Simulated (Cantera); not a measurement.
A closed system holds: 1 mol FeS, 490 mol H2, held at 12.0 Pa.

Cantera equilibrium calculation (NASA polynomials, part measured and part estimated; ideal gas, pure solids and liquids). Candidate condensed phases: Fe, FeS, FeS2, S; 8 gas species. Mutual solubility and eutectic melting of coexisting phases are not modelled. FeS: taken at fixed stoichiometry. Rates play no part.

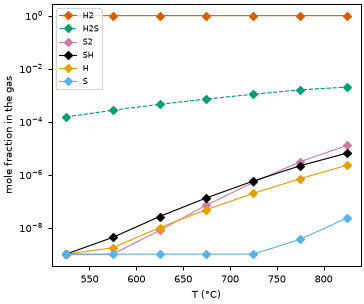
*Equilibrium gas composition (values under 1e-9 drawn at 1e-9)*

Read off the mole fractions at 825 °C.

H2 about 1.00, H2S about 0.0020, S2 about 1.3e-5, SH about 6.5e-6, H about 2.3e-6, S about 2.3e-8.
